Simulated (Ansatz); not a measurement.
CH$_{5}$AlBN (SMILES B[N]1[CH2][AlH]1)

The calculation's input:

```
crystal:
  periodic: [false, false, false]
  atoms:
    - {symbol: B, position_ang: [-0.305227, 1.091635, -1.110214]}
    - {symbol: N, position_ang: [-0.198174, 0.253267, -0.007940]}
    - {symbol: C, position_ang: [0.703111, -0.968258, 0.144676]}
    - {symbol: Al, position_ang: [-0.428350, -0.462216, 1.587784]}
    - {symbol: H, position_ang: [0.358106, 0.892022, -2.094483]}
    - {symbol: H, position_ang: [-1.070499, 2.017138, -1.061891]}
    - {symbol: H, position_ang: [0.462006, -1.780965, -0.540259]}
    - {symbol: H, position_ang: [1.767603, -0.736379, 0.115498]}
    - {symbol: H, position_ang: [-1.200277, -0.352546, 2.949828]}
basis:
  gaussian: {orbitals: def2-TZVPP}
hamiltonian: {xc: pbe0, dispersion: d4}
output: {orbitals: {seedname: orbitals}}
```

Launched as:

```sh
ansatz run in.yaml --threads 2 --pin off --events-out ev --progress --plain --max-ram 4352MiB
```

Geometry: PBE0-D4/def2-TZVP.

Method: RKS PBE0-D4/def2-TZVPP (Ansatz).

### What will maps of the electron density and electron localisation function show?

B–N (1.39 Å): the density is about 2 e/Å³ at the midpoint; the ELF peaks at about 0.90 between the atoms (a short, strongly polar bond).
C–N (1.53 Å): ρ at the midpoint is about 1.6 e/Å³; the ELF peaks at about 0.90 between the atoms (a covalent bond).
Al–N (1.76 Å): ρ at the midpoint is about 0.84 e/Å³; the ELF peaks at about 0.85 in the valence shell of N, 0.7 Å from its nucleus, and is about 0.50 at the midpoint.
C–Al (1.90 Å): ρ is about 0.67 e/Å³ halfway; the ELF peaks at about 0.80 in the valence shell of C, 0.7 Å from its nucleus, and is about 0.60 at the midpoint.

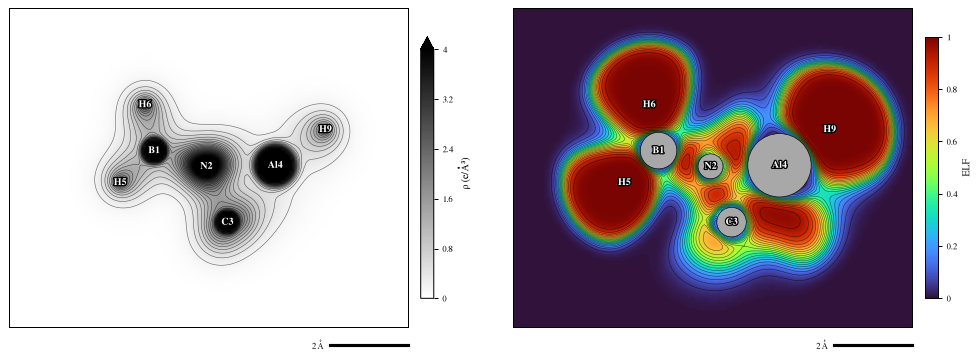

Computed electron density and electron localisation function on the plane of atoms C3, Al4 and H9, in this order. Grey discs cover the atomic cores in the ELF map. 
